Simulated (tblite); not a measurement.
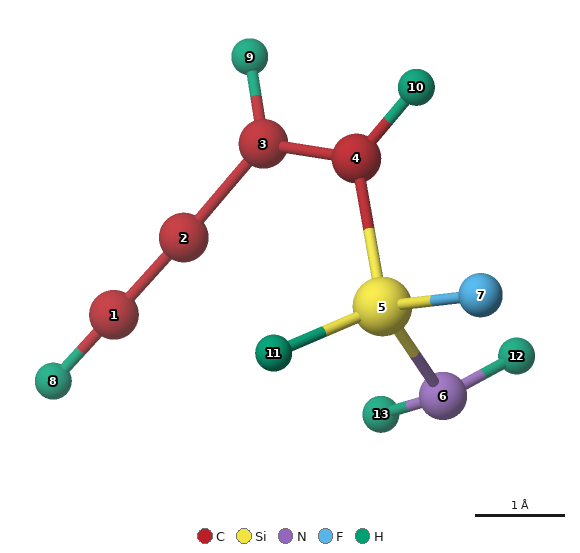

Starting structure of C₄H₆FNSi. The picture is a ball-and-stick view, seen at a tilt.

Level of theory: GFN2-xTB geometry optimisation, gas phase in tblite.

```xyz
13

C     2.1661   -1.3791    0.0635
C     1.6666   -0.2881    0.2663
C     1.1236    1.0056    0.5370
C    -0.0864    1.3854    0.0960
Si   -1.0828    0.1634   -0.8579
N    -1.7415   -1.0178    0.2966
F    -2.3538    0.9746   -1.6158
H     2.6045   -2.3202   -0.1057
H     1.6931    1.7288    1.1032
H    -0.4893    2.3607    0.3140
H    -0.2705   -0.4310   -1.9134
H    -2.2446   -0.5490    1.0915
H    -0.9893   -1.6328    0.7071
```

Predict the outcome.

Answer. After 129 geometry steps the energy has fallen by 0.414 eV. The largest move after the best rigid fit is that of F7, 0.80 Å. Largest moves by element: F 0.80 Å, H 0.75 Å, C 0.41 Å, N 0.32 Å, Si 0.15 Å. Some distances before and after: Si5–F7 1.688 → 1.615 Å, Si5–N6 1.778 → 1.716 Å, N6–H12 1.051 → 1.007 Å, C4–Si5 1.843 → 1.883 Å. Bond angles that change, for instance: C4–Si5–N6 107.7° → 117.2°, Si5–N6–H12 111.8° → 119.0°, C3–C4–Si5 118.0° → 124.7°. Groups turn about C4–Si5 by about 30°, Si5–N6 by about 25°.

History of the run:

```json
{"step": "0", "E − E(0), eV": "0.0000"}
{"step": "1", "E − E(0), eV": "-0.1117"}
{"step": "2", "E − E(0), eV": "-0.1287"}
{"step": "3", "E − E(0), eV": "-0.2103"}
{"step": "4", "E − E(0), eV": "-0.2253"}
{"step": "5", "E − E(0), eV": "-0.2499"}
{"step": "6", "E − E(0), eV": "-0.2636"}
{"step": "7", "E − E(0), eV": "-0.2806"}
{"step": "8", "E − E(0), eV": "-0.2944"}
{"step": "9", "E − E(0), eV": "-0.3075"}
{"step": "10", "E − E(0), eV": "-0.3168"}
{"step": "16", "E − E(0), eV": "-0.3488"}
{"step": "23", "E − E(0), eV": "-0.3765"}
{"step": "29", "E − E(0), eV": "-0.3880"}
{"step": "35", "E − E(0), eV": "-0.3988"}
{"step": "41", "E − E(0), eV": "-0.4048"}
{"step": "48", "E − E(0), eV": "-0.4066"}
{"step": "54", "E − E(0), eV": "-0.4072"}
{"step": "60", "E − E(0), eV": "-0.4077"}
{"step": "66", "E − E(0), eV": "-0.4082"}
{"step": "73", "E − E(0), eV": "-0.4085"}
{"step": "79", "E − E(0), eV": "-0.4086"}
{"step": "85", "E − E(0), eV": "-0.4089"}
{"step": "91", "E − E(0), eV": "-0.4106"}
{"step": "98", "E − E(0), eV": "-0.4118"}
{"step": "104", "E − E(0), eV": "-0.4122"}
{"step": "110", "E − E(0), eV": "-0.4123"}
{"step": "116", "E − E(0), eV": "-0.4126"}
{"step": "123", "E − E(0), eV": "-0.4137"}
{"step": "129", "E − E(0), eV": "-0.4142"}
```

Final geometry:

```xyz
13

C     2.1282   -1.3783    0.4688
C     1.7098   -0.2517    0.4517
C     1.2417    1.0772    0.4484
C     0.0552    1.4407   -0.0468
Si   -1.1902    0.2593   -0.8213
N    -1.5772   -1.1622    0.0597
F    -2.5804    1.0812   -0.8558
H     2.4968   -2.3607    0.4804
H     1.9245    1.7985    0.8864
H    -0.2018    2.4917    0.0002
H    -0.8789   -0.0955   -2.1969
H    -2.2952   -1.1193    0.7650
H    -0.8367   -1.7805    0.3426
```

The end point in the same view:

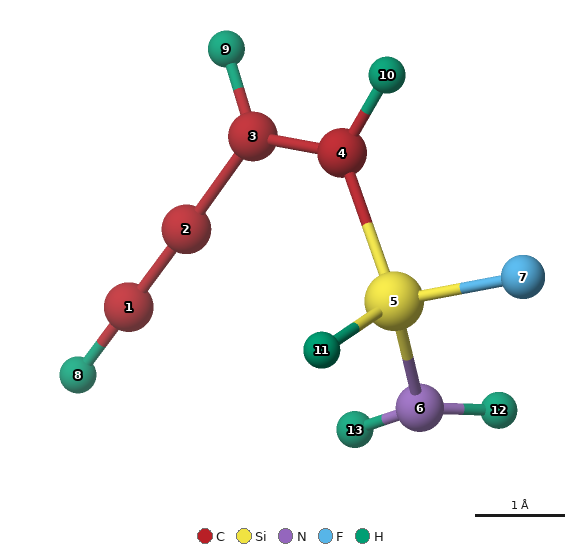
